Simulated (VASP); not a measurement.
Band structure of CsCl (CsCl type). Level of theory: RPBE GGA, VASP's PBE PAW potentials (set 64) (plane waves; VASP 6.6.1).

Unless said otherwise, spin-orbit coupling is left out, though it shifts the bands of the heavy elements here.

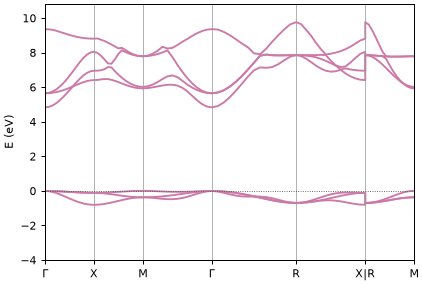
*Bands along high-symmetry lines, zero at the valence-band maximum or, without a gap, the Fermi level*

Read the plot: is there a gap, and where are the band edges?

The gap is indirect, 4.83 eV, from the valence maximum at M to the conduction minimum at Γ. (Edges off the drawn lines would not show.)

Measured: gap 8.35 eV at 80 K (computed value off by -3.52 eV), as given by Wikipedia, Caesium chloride.

The compound is CsCl in the CsCl type structure. It was relaxed first, which changed the volume by +20 %.
